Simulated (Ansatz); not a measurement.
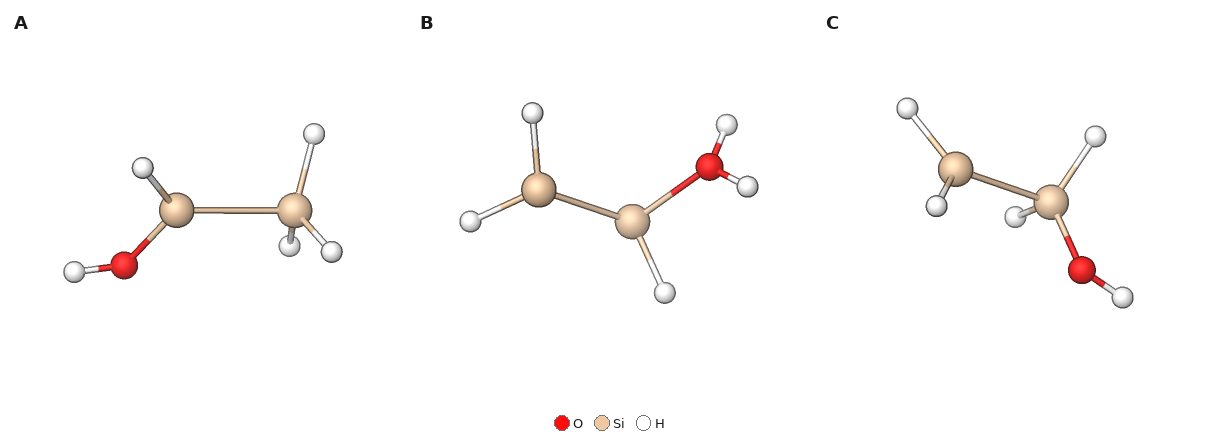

3 stationary structures of one formula. State: charge +1, singlet. Geometries: PBE-D4/def2-SVP. Electronic energies: PBE-D4/def2-SVP (Ansatz 0.2.0), without zero-point energy. No frequency run is at hand to confirm each as a minimum. Each is one conformer, not always the lowest.

### Which is lowest in energy, and by how much?

A is lowest (C1); C lies 77.7 kJ/mol above it (Cs), B lies 126.2 kJ/mol above it (C1).
